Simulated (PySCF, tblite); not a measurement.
# C8H17P: geometry, infrared bands and NMR shifts

Aim: predict the infrared bands and NMR shifts of C8H17P (`C=CC[P@@](C)(=CC)CC`).

The runs use tblite 0.8.0 and PySCF 2.14.0, with density-fitted response routines of our own; the level of theory stands in each step. All values are computed, except where a source is named. Atoms count from 0, in the outputs and in this text.

## 1. The molecule as given

26 atoms, charge 0, multiplicity 1; geometry from: force field or distance geometry start.

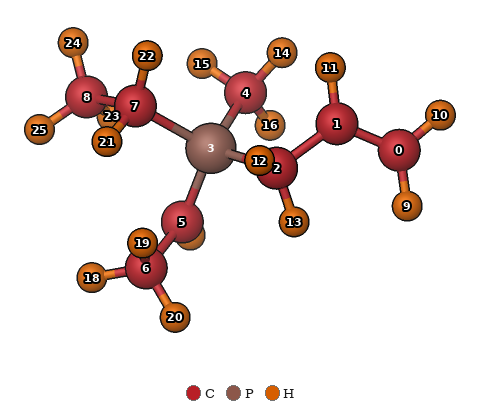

As it starts; carbon red, phosphorus brown, hydrogen orange, atoms numbered.

## 2. Optimising the geometry with GFN2-xTB

What the job is given:

```
{"job": {"kind": "relax", "xc": "GFN2-xTB", "basis": "xTB"}, "charge": 0, "multiplicity": 1}
C      3.427600    -0.996200    -0.493000
C      2.374200    -0.876100     0.334100
C      1.009000    -1.337700    -0.044400
P     -0.050200     0.122700     0.036900
C      0.942700     1.601900     0.311500
C     -0.909900     0.171700    -1.355300
C     -1.865500    -0.954300    -1.585700
C     -1.298500     0.042200     1.356500
C     -2.099000     1.335300     1.203000
H      3.307100    -1.420900    -1.491200
H      4.382700    -0.649600    -0.150400
H      2.522200    -0.455000     1.333900
H      0.667900    -2.179100     0.597500
H      1.089100    -1.606600    -1.124000
H      1.796500     1.437300     1.018200
H      0.298600     2.382400     0.782800
H      1.287900     1.968000    -0.667000
H     -0.767300     0.975600    -2.044900
H     -2.908000    -0.552900    -1.680900
H     -1.870900    -1.663600    -0.722200
H     -1.571600    -1.528300    -2.494900
H     -2.044600    -0.771300     1.151900
H     -0.860700    -0.057800     2.378800
H     -1.662200     1.955100     0.374100
H     -2.074300     1.956900     2.107100
H     -3.143600     1.122900     0.880800
```

Run with:

```
> OMP_NUM_THREADS=1 python probes_run.py task.json out
```

This one command runs all jobs of the session in turn.

Standard output:

```text
step      E/eV     max force
  0    -766.49716    1.974
  1    -766.75921    1.027
  2    -766.88764    1.129
  3    -766.96190    0.569
  4    -767.06024    0.654
  5    -767.13535    0.636
  6    -767.17440    0.447
  7    -767.20636    0.369
  8    -767.24119    0.440
  9    -767.27927    0.544
 10    -767.31920    0.516
 11    -767.36040    0.590
 12    -767.40835    0.603
 13    -767.47228    0.728
 14    -767.53523    0.603
 15    -767.57445    0.328
 16    -767.59607    0.357
 17    -767.61319    0.280
 18    -767.62830    0.296
 19    -767.63983    0.213
 20    -767.64737    0.148
 21    -767.65345    0.189
 22    -767.66072    0.171
 23    -767.66839    0.205
 24    -767.67415    0.161
 25    -767.67900    0.170
 26    -767.68481    0.192
 27    -767.69223    0.225
 28    -767.70008    0.225
 29    -767.70646    0.168
 30    -767.71153    0.178
 31    -767.71644    0.175
 32    -767.72126    0.153
 33    -767.72526    0.115
 34    -767.72841    0.138
 35    -767.73149    0.169
 36    -767.73504    0.178
 37    -767.73871    0.157
 38    -767.74163    0.150
 39    -767.74382    0.113
 40    -767.74586    0.113
 41    -767.74824    0.129
 42    -767.75087    0.110
 43    -767.75333    0.094
 44    -767.75545    0.107
 45    -767.75748    0.126
 46    -767.75958    0.103
 47    -767.76150    0.091
 48    -767.76312    0.104
 49    -767.76461    0.105
 50    -767.76631    0.104
 51    -767.76845    0.135
 52    -767.77083    0.131
 53    -767.77316    0.107
 54    -767.77551    0.106
 55    -767.77818    0.110
 56    -767.78128    0.126
 57    -767.78438    0.120
 58    -767.78682    0.112
 59    -767.78736    0.208
 60    -767.79052    0.095
 61    -767.79224    0.082
 62    -767.79479    0.114
 63    -767.79679    0.119
 64    -767.79877    0.099
 65    -767.80002    0.068
 66    -767.80078    0.072
 67    -767.80144    0.070
 68    -767.80226    0.067
 69    -767.80324    0.076
 70    -767.80438    0.068
 71    -767.80623    0.099
 72    -767.80862    0.119
 73    -767.81213    0.133
 74    -767.81582    0.135
 75    -767.81849    0.109
 76    -767.81852    0.236
 77    -767.82096    0.081
 78    -767.82184    0.081
 79    -767.82369    0.076
 80    -767.82459    0.078
 81    -767.82600    0.080
 82    -767.82745    0.074
 83    -767.82920    0.071
 84    -767.83074    0.086
 85    -767.83200    0.100
 86    -767.83290    0.078
 87    -767.83364    0.081
 88    -767.83431    0.056
 89    -767.83519    0.069
 90    -767.83580    0.074
 91    -767.83703    0.081
 92    -767.83828    0.110
 93    -767.83984    0.118
 94    -767.84152    0.110
 95    -767.84358    0.094
 96    -767.84604    0.089
 97    -767.84888    0.110
 98    -767.84220    0.404
 99    -767.85260    0.133
100    -767.85452    0.132
101    -767.84926    0.475
102    -767.85987    0.155
103    -767.86176    0.121
104    -767.86279    0.221
105    -767.86489    0.083
106    -767.86568    0.081
107    -767.86896    0.080
108    -767.87056    0.084
109    -767.87444    0.107
110    -767.87725    0.098
111    -767.87962    0.120
112    -767.88128    0.119
113    -767.88300    0.089
114    -767.88458    0.107
115    -767.88586    0.098
116    -767.88703    0.088
117    -767.88869    0.068
118    -767.88996    0.062
119    -767.89173    0.064
120    -767.89287    0.070
121    -767.89405    0.065
122    -767.89556    0.086
123    -767.89765    0.115
124    -767.89931    0.110
125    -767.90046    0.118
126    -767.90166    0.081
127    -767.90298    0.100
128    -767.90412    0.084
129    -767.90489    0.102
130    -767.90551    0.062
131    -767.90612    0.051
132    -767.90673    0.052
133    -767.90713    0.051
134    -767.90747    0.042
135    -767.90785    0.034
136    -767.90832    0.038
137    -767.90875    0.043
138    -767.90911    0.037
139    -767.90942    0.038
140    -767.90977    0.037
141    -767.91024    0.043
142    -767.91081    0.040
143    -767.91139    0.045
144    -767.91202    0.050
145    -767.91266    0.049
146    -767.91328    0.049
147    -767.91375    0.044
148    -767.91422    0.049
149    -767.91465    0.039
150    -767.91515    0.041
151    -767.91546    0.042
152    -767.91596    0.041
153    -767.91655    0.055
154    -767.91732    0.062
155    -767.91812    0.080
156    -767.91888    0.069
157    -767.91986    0.085
158    -767.92121    0.088
159    -767.92358    0.099
160    -767.92503    0.135
161    -767.92705    0.111
162    -767.92916    0.108
163    -767.93046    0.132
164    -767.93247    0.110
165    -767.93430    0.075
166    -767.93670    0.083
167    -767.93832    0.083
168    -767.94045    0.087
169    -767.94242    0.097
170    -767.94355    0.131
171    -767.94586    0.077
172    -767.94789    0.079
173    -767.95016    0.091
174    -767.95170    0.091
175    -767.95318    0.089
176    -767.95454    0.062
177    -767.95522    0.063
178    -767.95581    0.067
179    -767.95630    0.045
180    -767.95677    0.033
181    -767.95698    0.028
182    -767.95735    0.038
183    -767.95760    0.047
184    -767.95787    0.054
185    -767.95820    0.056
186    -767.95866    0.049
187    -767.95916    0.054
188    -767.95963    0.043
189    -767.96009    0.045
190    -767.96054    0.048
191    -767.96104    0.038
192    -767.96163    0.044
193    -767.96221    0.043
194    -767.96268    0.046
195    -767.96304    0.033
196    -767.96338    0.030
197    -767.96372    0.030
198    -767.96403    0.035
199    -767.96431    0.058
200    -767.96460    0.044
201    -767.96498    0.038
202    -767.96554    0.045
203    -767.96602    0.049
204    -767.96670    0.050
205    -767.96745    0.060
206    -767.96834    0.054
207    -767.96921    0.054
208    -767.96974    0.082
209    -767.97040    0.075
210    -767.97102    0.065
211    -767.97183    0.050
212    -767.97261    0.063
213    -767.97356    0.066
214    -767.97448    0.071
215    -767.97561    0.070
216    -767.97667    0.095
217    -767.97821    0.091
218    -767.97959    0.105
219    -767.98073    0.073
220    -767.98135    0.059
221    -767.98192    0.075
222    -767.98242    0.035
223    -767.98273    0.046
224    -767.98312    0.033
225    -767.98333    0.030
226    -767.98362    0.042
227    -767.98397    0.046
228    -767.98436    0.064
229    -767.98471    0.034
230    -767.98500    0.059
231    -767.98531    0.044
232    -767.98560    0.049
233    -767.98589    0.038
234    -767.98611    0.039
235    -767.98638    0.041
236    -767.98669    0.055
237    -767.98689    0.054
238    -767.98721    0.040
239    -767.98744    0.025
240    -767.98768    0.030
241    -767.98789    0.034
242    -767.98808    0.034
243    -767.98825    0.030
244    -767.98839    0.023
245    -767.98852    0.017
246    -767.98860    0.016
247    -767.98867    0.018
248    -767.98874    0.016
249    -767.98880    0.014
250    -767.98884    0.008
```

It took 2.6 s on 1 thread of Arm Neoverse V1, shared host; peak memory 0.19 GiB.

Relaxation path: (not every step is listed)

| step | energy from step 0 (eV) | largest force (eV/Å) |
| --- | --- | --- |
| 0 | 0.0000 | 1.9736 |
| 1 | -0.2621 | 1.0274 |
| 2 | -0.3905 | 1.1286 |
| 3 | -0.4647 | 0.5689 |
| 4 | -0.5631 | 0.6540 |
| 5 | -0.6382 | 0.6361 |
| 6 | -0.6772 | 0.4470 |
| 7 | -0.7092 | 0.3690 |
| 8 | -0.7440 | 0.4404 |
| 31 | -1.2193 | 0.1746 |
| 54 | -1.2784 | 0.1055 |
| 77 | -1.3238 | 0.0812 |
| 100 | -1.3574 | 0.1325 |
| 123 | -1.4005 | 0.1147 |
| 146 | -1.4161 | 0.0487 |
| 169 | -1.4453 | 0.0966 |
| 192 | -1.4645 | 0.0436 |
| 215 | -1.4784 | 0.0697 |
| 238 | -1.4900 | 0.0395 |
| 245 | -1.4914 | 0.0167 |
| 246 | -1.4914 | 0.0162 |
| 247 | -1.4915 | 0.0181 |
| 248 | -1.4916 | 0.0158 |
| 249 | -1.4916 | 0.0144 |
| 250 | -1.4917 | 0.0078 |

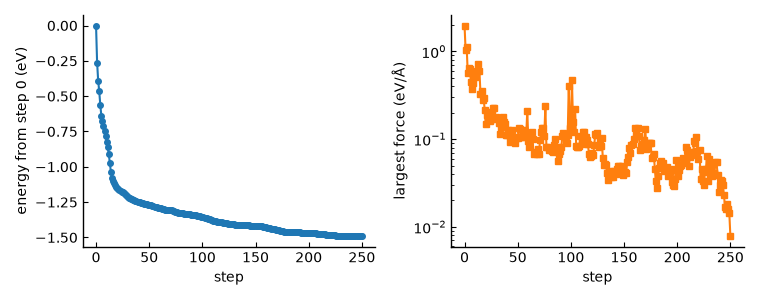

Energy and force, step by step.

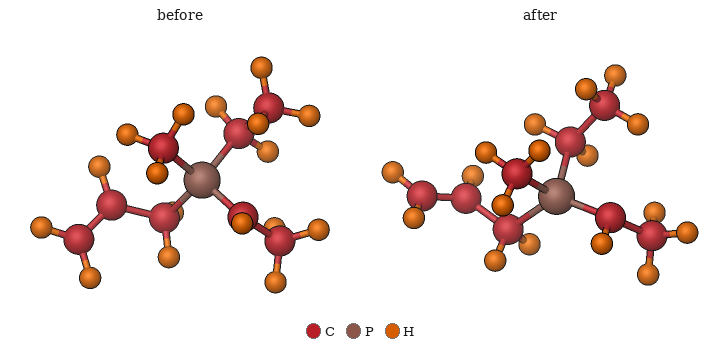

Before and after, at one scale.

Distances of close pairs at the start and the end, largest changes first:

| bond | before (Å) | after (Å) | change (Å) |
| --- | --- | --- | --- |
| C2–P3 | 1.806 | 1.927 | +0.121 |
| P3–C5 | 1.637 | 1.711 | +0.074 |
| C8–H23 | 1.123 | 1.087 | -0.037 |
| C4–H14 | 1.120 | 1.089 | -0.032 |
| C6–H18 | 1.121 | 1.091 | -0.030 |
| C4–H15 | 1.116 | 1.087 | -0.029 |
| C7–H21 | 1.123 | 1.094 | -0.028 |
| C6–H19 | 1.117 | 1.089 | -0.028 |

The final coordinates are the input of the step that follows.

## 3. Harmonic vibrations with GFN2-xTB

What the job is given:

```
{"job": {"kind": "ir", "xc": "GFN2-xTB", "basis": "xTB"}, "charge": 0, "multiplicity": 1}
C      3.358484    -0.683591     0.720437
C      2.154413    -1.234538     0.770989
C      1.215918    -1.297481    -0.371426
P     -0.103527     0.104267    -0.456480
C      0.965046     1.577817    -0.466210
C     -1.373169     0.386080    -1.568977
C     -2.473554    -0.647254    -1.700571
C     -0.792806    -0.016464     1.246592
C     -1.792451     1.095037     1.525629
H      3.748126    -0.253835    -0.188161
H      4.000828    -0.637573     1.583256
H      1.800712    -1.664491     1.699264
H      0.641942    -2.229107    -0.365297
H      1.746139    -1.224280    -1.326216
H      1.656280     1.541561     0.374020
H      0.332056     2.459938    -0.408803
H      1.527597     1.605366    -1.397461
H     -0.962782     0.697947    -2.531551
H     -3.368538    -0.156051    -2.085584
H     -2.718391    -1.078018    -0.730298
H     -2.234029    -1.466710    -2.382832
H     -1.270098    -0.996252     1.344165
H      0.042179     0.019486     1.951330
H     -2.561094     1.107040     0.757399
H     -1.296882     2.063294     1.523805
H     -2.263443     0.950425     2.496255
```

Standard output:

```text
mode    cm-1     km/mol
  1      41.8      0.57
  2      62.8      0.07
  3      86.5      1.32
  4     105.6      1.04
  5     124.0      0.76
  6     140.8      0.46
  7     162.7      0.85
  8     170.5      0.83
  9     190.0      0.54
 10     220.0      5.21
 11     227.6      0.25
 12     253.0      3.75
 13     283.5      5.15
 14     335.4      4.18
 15     371.5      4.22
 16     414.5      5.20
 17     529.3     74.74
 18     649.7      6.63
 19     663.9     74.18
 20     699.3     32.02
 21     717.8      5.98
 22     745.9      3.34
 23     807.1     59.29
 24     808.9     13.76
 25     855.4     58.15
 26     874.9     21.00
 27     895.6     98.03
 28     954.0     35.75
 29     978.1     20.01
 30    1004.1      6.58
 31    1013.2      8.68
 32    1020.0      6.59
 33    1041.0     17.26
 34    1046.9     23.72
 35    1077.7     10.95
 36    1109.0      9.45
 37    1165.4     96.29
 38    1179.8      1.97
 39    1216.0      3.57
 40    1252.8      1.11
 41    1286.1      0.75
 42    1293.5      1.92
 43    1298.5      8.69
 44    1402.7      5.32
 45    1405.4      8.47
 46    1408.8      3.87
 47    1417.9      2.17
 48    1431.7      1.48
 49    1439.3      2.25
 50    1443.6      3.08
 51    1485.0      4.50
 52    1494.5      2.55
 53    1501.5      3.15
 54    1517.9      0.63
 55    1684.1     79.51
 56    2924.7     54.43
 57    2930.6      9.10
 58    2934.5     37.71
 59    2937.4     12.28
 60    2940.0     91.45
 61    2948.3     14.42
 62    2989.6     79.58
 63    2999.9      3.12
 64    3007.6      5.45
 65    3008.7     47.08
 66    3020.7     34.34
 67    3022.4     15.08
 68    3035.3     27.14
 69    3049.5      7.04
 70    3052.1     39.26
 71    3097.0     22.02
 72    3123.9     55.37
```

It took 1.4 s on 1 thread of Arm Neoverse V1, shared host; peak memory 0.19 GiB.

Which atoms move in the most intense modes:

| cm⁻¹ | km/mol | atoms |
| --- | --- | --- |
| 529 | 74.7 | C2 25 %, P3 20 %, H10 12 %, C1 11 % |
| 664 | 74.2 | H17 54 %, C5 21 % |
| 807 | 59.3 | P3 26 %, C4 18 % |
| 896 | 98.0 | P3 20 %, H14 12 % |
| 1165 | 96.3 | H12 45 %, C2 25 %, H13 10 % |
| 1684 | 79.5 | C1 50 %, C0 41 % |
| 2940 | 91.5 | H20 75 % |
| 2990 | 79.6 | H18 84 % |

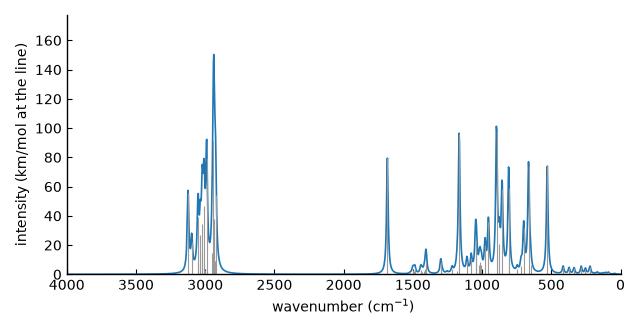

The infrared spectrum from these modes, unscaled. Lines are broadened to a width of 14 cm⁻¹ (Lorentzian).

## 4. NMR shieldings: PBE0/pcSseg-1

Same as in step 3 but for these lines:

```diff
@@ -1,2 +1,2 @@
-{"job": {"kind": "ir", "xc": "GFN2-xTB", "basis": "xTB"}, "charge": 0, "multiplicity": 1}
+{"job": {"kind": "nmr", "xc": "PBE0", "basis": "pcSseg-1"}, "charge": 0, "multiplicity": 1}
 C      3.358484    -0.683591     0.720437
```

Method: GIAO PBE0/pcSseg-1 NMR shielding, non-relativistic, gas phase.

Standard output:

```text
coarse grid: 20856 points
cycle   1  E = -655.6207557081  dE =  8.679e-01  |g| = 6.316e-01  |ddm| = 4.423e+00
cycle   2  E = -655.5462337317  dE =  7.452e-02  |g| = 8.132e-01  |ddm| = 1.875e+00
cycle   3  E = -655.7208674645  dE = -1.746e-01  |g| = 1.679e-01  |ddm| = 1.391e+00
cycle   4  E = -655.7285649980  dE = -7.698e-03  |g| = 3.189e-02  |ddm| = 2.655e-01
cycle   5  E = -655.7287926168  dE = -2.276e-04  |g| = 1.273e-02  |ddm| = 4.080e-02
cycle   6  E = -655.7288281680  dE = -3.555e-05  |g| = 4.619e-03  |ddm| = 1.383e-02
cycle   7  E = -655.7288334904  dE = -5.322e-06  |g| = 7.991e-04  |ddm| = 4.596e-03
final grid: 192920 points
cycle   8  E = -655.7853137462  dE = -6.619e-05  |g| = 1.123e-02  |ddm| = 4.850e-02
cycle   9  E = -655.7853034388  dE =  1.031e-05  |g| = 1.301e-02  |ddm| = 2.160e-02
cycle  10  E = -655.7853456036  dE = -4.216e-05  |g| = 1.423e-03  |ddm| = 1.326e-02
cycle  11  E = -655.7853461264  dE = -5.228e-07  |g| = 3.989e-04  |ddm| = 2.616e-03
cycle  12  E = -655.7853461672  dE = -4.075e-08  |g| = 1.145e-04  |ddm| = 6.201e-04
cycle  13  E = -655.7853461702  dE = -3.054e-09  |g| = 3.772e-05  |ddm| = 1.514e-04
cycle  14  E = -655.7853461705  dE = -3.347e-10  |g| = 9.951e-06  |ddm| = 3.876e-05
converged SCF energy = -655.7853461705

GIAO shielding tensors (ppm)
atom      isotropic    diamagn.    paramagn.     s11        s22        s33       span
  0 C       63.728     254.339    -190.611    -48.752     81.630    158.307    207.059
  1 C       44.559     257.793    -213.234    -78.836     48.702    163.811    242.648
  2 C      138.528     257.252    -118.723    108.747    145.700    161.138     52.391
  3 P      325.053     968.492    -643.439    225.767    313.410    435.983    210.216
  4 C      178.319     257.358     -79.039    167.682    176.947    190.328     22.646
  5 C      167.762     258.573     -90.811    153.663    162.821    186.804     33.141
  6 C      174.615     246.848     -72.234    160.241    175.994    187.609     27.369
  7 C      167.503     258.342     -90.838    150.449    166.888    185.172     34.723
  8 C      177.873     246.371     -68.498    172.739    174.704    186.174     13.435
  9 H       26.486      32.134      -5.648     22.342     25.736     31.381      9.039
 10 H       26.407      28.948      -2.541     23.238     25.487     30.497      7.260
 11 H       25.645      32.737      -7.091     22.548     25.114     29.274      6.726
 12 H       29.182      34.093      -4.911     26.108     28.996     32.440      6.332
 13 H       29.617      34.943      -5.326     26.073     28.952     33.826      7.753
 14 H       30.031      34.650      -4.620     24.822     28.913     36.356     11.534
 15 H       30.410      33.003      -2.593     25.762     29.176     36.292     10.530
 16 H       30.550      33.486      -2.937     26.992     27.877     36.781      9.789
 17 H       31.052      34.503      -3.451     24.377     32.375     36.403     12.027
 18 H       29.925      28.554       1.371     24.625     27.252     37.898     13.273
 19 H       30.584      32.236      -1.653     25.689     31.068     34.993      9.304
 20 H       29.845      29.785       0.060     23.841     27.833     37.861     14.020
 21 H       29.836      34.969      -5.133     26.402     28.365     34.743      8.341
 22 H       30.266      35.757      -5.490     24.639     30.246     35.914     11.275
 23 H       29.841      31.042      -1.202     23.668     30.518     35.337     11.669
 24 H       30.990      31.061      -0.071     25.503     30.182     37.285     11.782
 25 H       30.700      28.623       2.077     25.707     27.620     38.772     13.065
```

It took 67 s on 1 thread of Arm Neoverse V1, shared host; peak memory 1.1 GiB.

The references, computed at this level on geometries of the same kind, shield at (ppm): 1H TMS 31.72, 13C TMS 186.9, 31P H3PO4 318.4. Their shielding less the atom's gives the shift. The references are single molecules in the gas phase, so shifts against H2O, NH3, PH3, H3PO4 or CFCl3 are not on the usual liquid scales and can be off by tens of ppm. Atoms listed in one row are averaged.

| atoms | environment | σ (ppm) | δ (ppm) | δ scaled to CDCl3 |
| --- | --- | --- | --- | --- |
| C1 | alkene CH | 44.6 | 142.4 | 137.0 |
| C0 | terminal =CH2 carbon | 63.7 | 123.2 | 118.3 |
| C2 | allylic sp3 CH2 bonded to P | 138.5 | 48.4 | 45.3 |
| C7 | sp3 CH2 bonded to P | 167.5 | 19.4 | 17.0 |
| C5 | carbon double-bonded to a heavier main-group atom | 167.8 | 19.2 | 16.8 |
| C6 | methyl carbon | 174.6 | 12.3 | 10.1 |
| C8 | methyl carbon | 177.9 | 9.1 | 6.9 |
| C4 | methyl carbon bonded to P | 178.3 | 8.6 | 6.5 |
| H11 | hydrogen on an alkene CH | 25.65 | 6.07 | 5.83 |
| H10 | hydrogen on a terminal =CH2 carbon | 26.41 | 5.31 | 5.11 |
| H9 | hydrogen on a terminal =CH2 carbon | 26.49 | 5.23 | 5.04 |
| H12 | hydrogen on an allylic sp3 CH2 bonded to P | 29.18 | 2.54 | 2.50 |
| H13 | hydrogen on an allylic sp3 CH2 bonded to P | 29.62 | 2.10 | 2.09 |
| H21 | hydrogen on an sp3 CH2 bonded to P | 29.84 | 1.88 | 1.88 |
| H18, H19, H20 | hydrogen on a methyl carbon | 30.12 | 1.60 | 1.61 |
| H22 | hydrogen on an sp3 CH2 bonded to P | 30.27 | 1.45 | 1.47 |
| H14, H15, H16 | hydrogen on a methyl carbon bonded to P | 30.33 | 1.39 | 1.41 |
| H23, H24, H25 | hydrogen on a methyl carbon | 30.51 | 1.21 | 1.24 |
| H17 | hydrogen on a carbon double-bonded to a heavier main-group atom | 31.05 | 0.67 | 0.73 |
| P3 | phosphorus bonded to 4 C | 325.1 | -6.7 | – |

The scaled column applies a straight-line fit of computed shieldings to shifts measured in CDCl3 (root-mean-square error 0.16 ppm for H, 1.9 ppm for C).

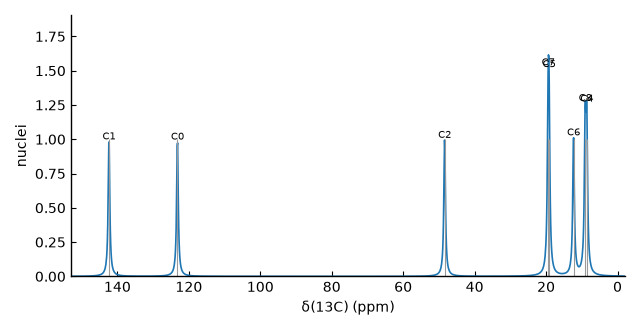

13C lines at the computed shifts, without couplings. Lines are broadened to a width of 0.54 ppm (Lorentzian).

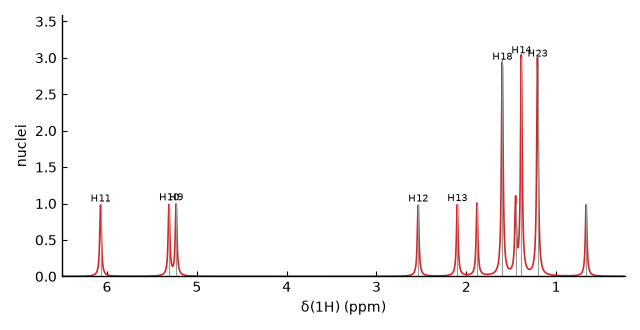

1H lines at the computed shifts, without couplings. Lines are broadened to a width of 0.02 ppm (Lorentzian).

The run also stored atomic charges by several schemes (e):

| atoms | Mulliken | IAO | Hirshfeld | ESP fit |
| --- | --- | --- | --- | --- |
| C0 | -0.15 | -0.34 | -0.11 | -0.59 |
| C1 | -0.24 | -0.13 | -0.04 | 0.13 |
| C2 | -0.34 | -0.51 | -0.12 | -0.60 |
| P3 | 0.40 | 1.14 | 0.37 | 0.69 |
| C4 | -0.41 | -0.64 | -0.16 | -0.80 |
| C5 | -0.52 | -0.71 | -0.24 | -0.79 |
| C6 | -0.26 | -0.41 | -0.14 | -0.01 |
| C7 | -0.45 | -0.47 | -0.10 | 0.07 |
| C8 | -0.24 | -0.41 | -0.12 | -0.44 |

ESP fit charges:

C0 -0.59; C1 0.13; C2 -0.60; P3 0.69; C4 -0.80; C5 -0.79; C6 -0.01; C7 0.07; C8 -0.44; H9 0.22; H10 0.20; H11 0.08; H12 0.17; H13 0.20; H14 0.25; H15 0.20; H16 0.23; H17 0.23; H18 0.06; H19 0.02; H20 0.02; H21 0.06; H22 0.02; H23 0.13; H24 0.12; H25 0.11

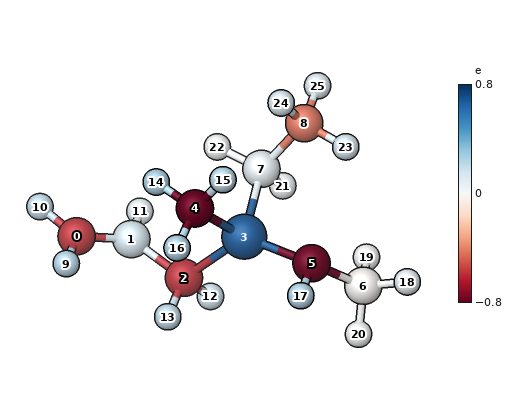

ESP fit charges, as colours on the atoms.

Mayer bond orders: C0–C1 1.94, C1–C2 1.04, C2–P3 0.77, P3–C4 1.01, P3–C5 1.51, C5–C6 1.04, P3–C7 0.93, C7–C8 1.05.

## 5. Summary of results

| quantity | value |
| --- | --- |
| strongest single infrared mode (GFN2-xTB) | 896 cm⁻¹, 98 km/mol |
| zero-point energy (GFN2-xTB) | 140.1 kcal/mol |
| 13C shifts against TMS (PBE0/pcSseg-1) | 142.4, 123.2, 48.4, 19.4, 19.2, 12.3, 9.1, 8.6 ppm |
| 1H shifts against TMS (PBE0/pcSseg-1, means over atoms taken as alike) | 6.07, 5.31, 5.23, 2.54, 2.10, 1.88, 1.60, 1.45, 1.39, 1.21, 0.67 ppm |
| 31P shifts against H3PO4 (PBE0/pcSseg-1) | -6.7 ppm |

Relaxing lowered the energy by 1.492 eV in 250 steps; the close pair that moved most is C2–P3, from 1.806 to 1.927 Å. All 72 modes are real, so the xTB geometry is a minimum. The strongest single mode, at 896 cm⁻¹, is spread over many atoms; the largest shares are those of P3, H14. Unscaled tight-binding wavenumbers are off by several per cent, some by more. Its intensities can rank the bands wrongly. The most deshielded carbon is C1 (alkene CH), at 142.4 ppm: the olefinic region. H11 (hydrogen on an alkene CH) lies farthest downfield among hydrogen, at 6.07 ppm; a vinylic proton, deshielded by the sp2 carbon and the C=C anisotropy. At PBE0/pcSseg-1: Shielding is most anisotropic at C1 (span 243 ppm, paramagnetic term -213 ppm).
